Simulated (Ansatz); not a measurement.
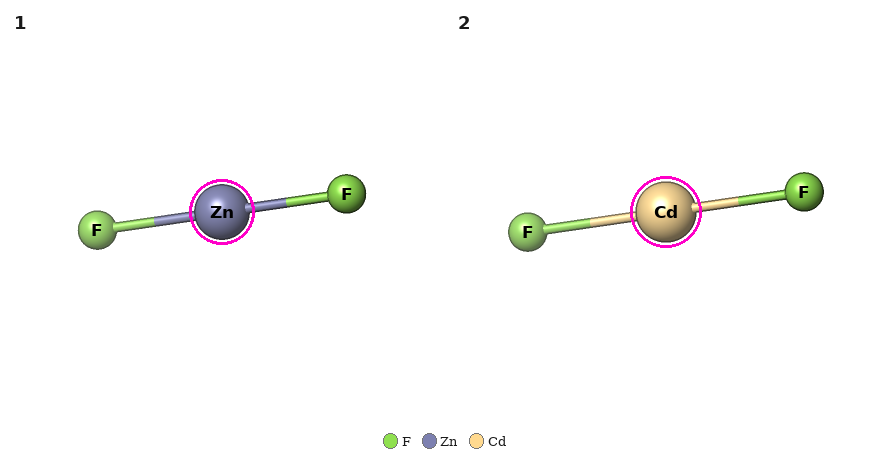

2 molecules with one skeleton, seen from the same side and at one scale; the atom that differs is circled. Each species is neutral and a spin singlet. Computed geometries: PBE0-D4/def2-TZVP optimisations, one conformation each. Properties computed with Ansatz 0.2.0. Elements past Kr carry core potentials.

One atom differs, called X below: Zn in panel 1, Cd in panel 2. Their formulas are ZnF2 (`[F][Zn][F]`), CdF2 (`[F][Cd][F]`).

In which is the vertical ionisation energy higher (PBE-D4/def2-TZVPP)?

In panel 1 (X = Zn).

In which is the HOMO energy (Kohn–Sham orbital) higher (PBE-D4/def2-TZVPP)?

In panel 2 (X = Cd).

Give the values. With PBE0-D4/def2-TZVP: mean length of X–F (Å), angle F–X–F (°), harmonic zero-point energy (kJ/mol). With PBE-D4/def2-TZVPP: HOMO energy (Kohn–Sham orbital) (eV), HOMO–LUMO gap (eV), vertical ionisation energy (eV).

| quantity | 1 (Zn) | 2 (Cd) | 2 − 1 |
| --- | --- | --- | --- |
| mean length of X–F (Å) | 1.732 | 1.921 | +0.189 |
| angle F–X–F (°) | 180.0 | 180.0 | 0.0 |
| HOMO energy (Kohn–Sham orbital) (eV) | −8.58 | −8.15 | +0.43 |
| HOMO–LUMO gap (eV) | 5.63 | 4.80 | −0.83 |
| vertical ionisation energy (eV) | 12.69 | 12.08 | −0.61 |
| harmonic zero-point energy (kJ/mol) | 10.1 | 8.8 | −1.3 |
